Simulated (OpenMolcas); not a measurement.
# Exact exchange and the vertical ionisation energy of SiHCl2OF

SiHCl2OF has 6 atoms, charge 0, and is taken as a singlet. SMILES: `O[Si](F)(Cl)Cl`. The shape is that of a PBE0-D4/def2-TZVP optimisation. This is one conformer, not always the lowest.

The vertical ionisation energy (to the doublet cation) y, in eV, basis def2-SVP; a is the functional's share of exact exchange. Programs: OpenMolcas 26.06.

```
functional     program     a  y (eV)
    r2SCAN  OpenMolcas     0   11.56
    revPBE  OpenMolcas     0   11.10
     B3LYP  OpenMolcas   0.2       ?
      PBE0  OpenMolcas  0.25   11.83
     BHLYP  OpenMolcas   0.5   12.12
```

Q: Fit y = c + s·a to the known rows and predict B3LYP.

A: 
1. Means of the 4 rows: a = 0.1875, y = 11.652.
2. Σ(Δa)² = 0.17188, Σ(Δa·Δy) = 0.27812, so the slope is 0.27812/0.17188 = 1.6181.
3. Intercept: 11.652 − (1.6181) × 0.1875 = 11.349. The largest residual of the fit is 0.25.
4. B3LYP: 11.349 + (1.6181) × 0.2 = 11.67 eV.

The run gave 11.63 eV, so the prediction is off by +0.04 eV, within the largest residual. The rows mix families of semi-local functionals, which the line can't see.

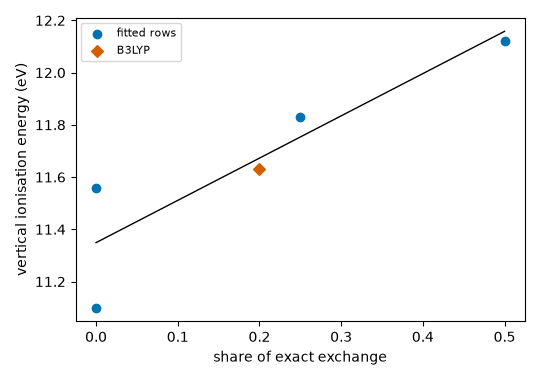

The fitted line, with the withheld row.
